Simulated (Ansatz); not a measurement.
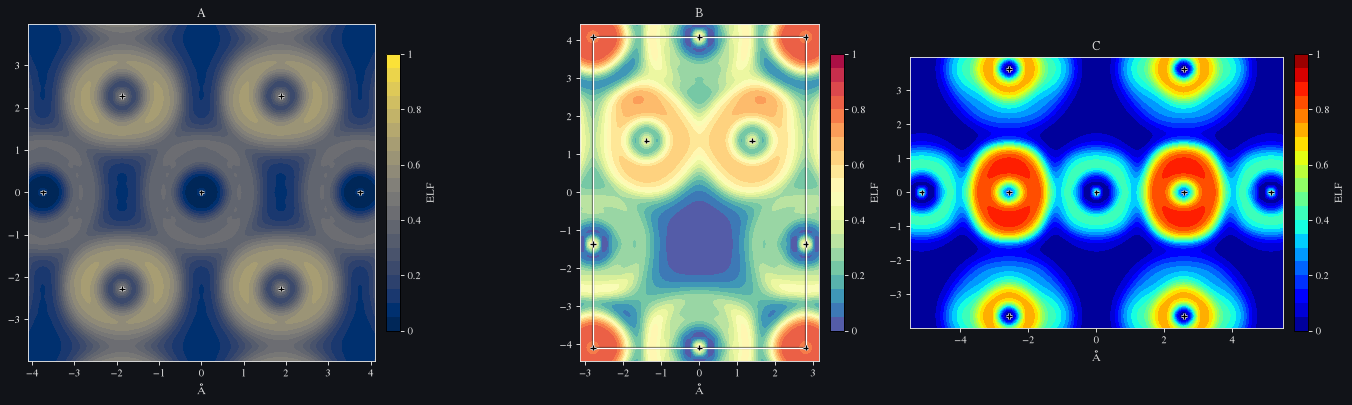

The ELF of 3 systems, each on a plane through atoms (crosses mark nuclei in the plane).

All numbers below come from DFT PBE, scalar-relativistic, plane waves, PAW (Ansatz).

System 1: HfGa₂As₂, the (110) plane of the conventional cell. Space group P-6m2; a structure generated by program, which may or may not match a known phase.

```
CELL_PARAMETERS angstrom
4.71944 0.00000 0.00000
-2.35972 4.08716 0.00000
0.00000 0.00000 5.59766
ATOMIC_POSITIONS crystal
Hf 0.66667 0.33333 0.00000
Ga 0.66667 0.33333 0.50000
Ga 0.00000 0.00000 0.00000
As 0.33333 0.66667 0.74837
As 0.33333 0.66667 0.25163
```

System 2: GeWCl₃, the (101) plane of the conventional cell. Space group Pm-3m; a structure generated by program, which may or may not match a known phase; spin-polarised.

```cif
data_structure
_symmetry_space_group_name_H-M 'P 1'
_symmetry_Int_Tables_number 1
_cell_length_a 5.1455
_cell_length_b 5.1455
_cell_length_c 5.1455
_cell_angle_alpha 90.000
_cell_angle_beta 90.000
_cell_angle_gamma 90.000
_cell_volume 136.23
loop_
_atom_site_label
_atom_site_type_symbol
_atom_site_fract_x
_atom_site_fract_y
_atom_site_fract_z
_atom_site_occupancy
Ge1 Ge 0.50000 0.50000 0.50000 1
W1 W 0.00000 0.00000 0.00000 1
Cl1 Cl 0.00000 0.50000 0.50000 1
Cl2 Cl 0.50000 0.00000 0.50000 1
Cl3 Cl 0.50000 0.50000 0.00000 1
```

System 3: Ge₂As₃, the (010) plane of the conventional cell. Space group P4/mmm; a structure generated by program, which may or may not match a known phase; computed without spin polarisation.

```xyz
5
Lattice="3.7487 0.0000 0.0000 0.0000 3.7487 0.0000 0.0000 0.0000 7.2691" Properties=species:S:1:pos:R:3 pbc="T T T"
Ge    0.0000    1.8743    3.6345
Ge    1.8743    0.0000    3.6345
As    1.8743    1.8743    0.0000
As    0.0000    0.0000    5.9089
As    0.0000    0.0000    1.3602
```

**Match each panel to its system.**

Panel A is system 3, Ge₂As₃: the plane holds Ge and As. Ge–As (2.95 Å): the ELF is about 0.35 at the midpoint. Panel B is system 1, HfGa₂As₂: the plane holds Hf, Ga and As. Hf–Ga (2.72 Å): the ELF is about 0.35 at the midpoint. Panel C is system 2, GeWCl₃: the plane holds Ge, W and Cl. Ge–Cl (2.57 Å): the ELF peaks at about 0.85 in the valence shell of Cl, 0.8 Å from its nucleus, and drops to about 0.30 between the two atoms.
